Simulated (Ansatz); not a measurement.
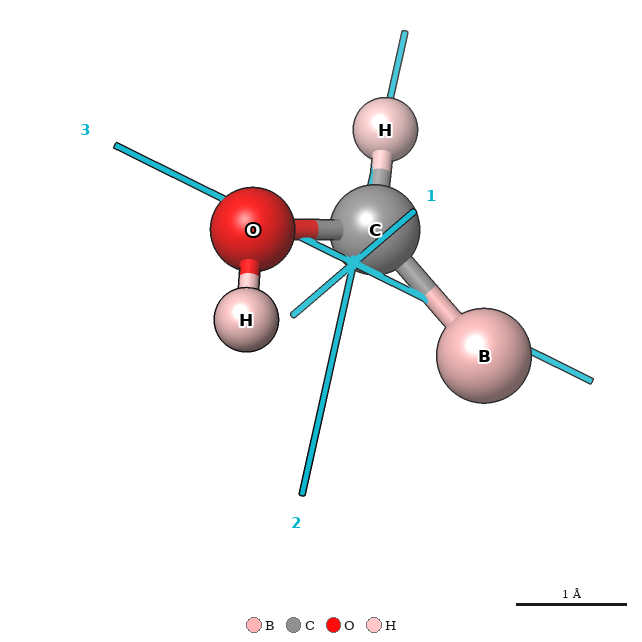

The three principal axes of inertia are drawn and numbered. Depth is shown by fading: the farther an atom, the more it takes the colour of the background. Charge 0, doublet. The geometry was computed by an optimisation with PBE0-D4/def2-TZVP. No frequency run is at hand to confirm it as a minimum. Masses are those of the most abundant isotopes; constants are for the rigid equilibrium geometry.

### Which line is the a axis (least moment of inertia), which b and which c?

a is line 3, b is line 2, c is line 1; the moments are 7.43, 42.3, 49.7 u Å².

### Classify the rotor and give the rotational constants (cm⁻¹).

An asymmetric top (Cs): A = 2.27, B = 0.399, C = 0.339 cm⁻¹. Ray's parameter κ is −0.94, close to the prolate limit.
